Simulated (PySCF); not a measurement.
System: C$_{7}$H$_{12}$Si$_{2}$.

Input file:

```
{"job": {"kind": "nmr", "xc": "PBE0", "basis": "pcSseg-1"}, "charge": 0, "multiplicity": 1}
C      1.904809    -1.923148    -1.063152
C      1.790482    -0.751231    -0.837156
C      1.661795     0.643756    -0.533523
Si     2.752577     1.370817     0.909660
C      0.952945     1.598970     1.397664
C      0.447226     1.009118     0.304262
C     -0.958080     0.689427    -0.061434
C     -1.346294    -0.683326     0.506212
Si    -3.117381    -1.200084     0.056108
H      2.003908    -2.946521    -1.270369
H      1.691873     1.213184    -1.467522
H      3.546519     2.548535     0.560283
H      3.537731     0.374587     1.632926
H      0.392751     2.016057     2.219926
H     -1.063467     0.674834    -1.149252
H     -1.630183     1.452510     0.341609
H     -0.636211    -1.424468     0.133680
H     -1.224126    -0.656070     1.591328
H     -3.432668    -2.462542     0.726580
H     -4.057119    -0.164400     0.495012
H     -3.226007    -1.363064    -1.395394
```

Launched as:

```sh
OMP_NUM_THREADS=1 python probes_run.py task.json out
```

Geometry: GFN2-xTB.

Computed with PBE0/pcSseg-1, SCF density, gas phase, non-relativistic in PySCF.

**What will maps of the electron density and electron localisation function show?**

C–Si (1.90 Å): ρ is about 0.92 e/Å³ halfway; the ELF peaks at about 0.95 between the atoms, as expected for a shared electron pair.
Si–H (1.46 Å): ρ is about 0.82 e/Å³ halfway; the ELF climbs to about 1 towards the hydrogen, as it does in any bond to H.

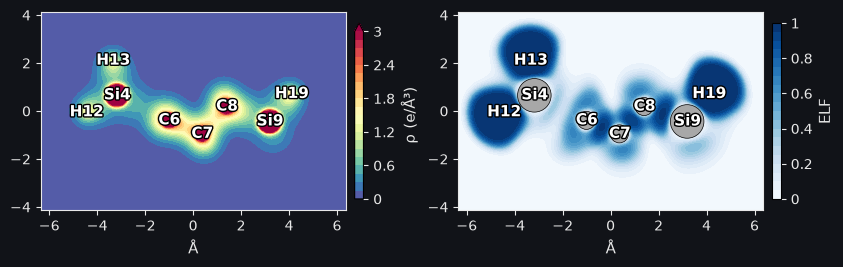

Computed electron density and electron localisation function on the plane of atoms C7, C8 and Si9, in this order. Grey discs cover the atomic cores in the ELF map. 
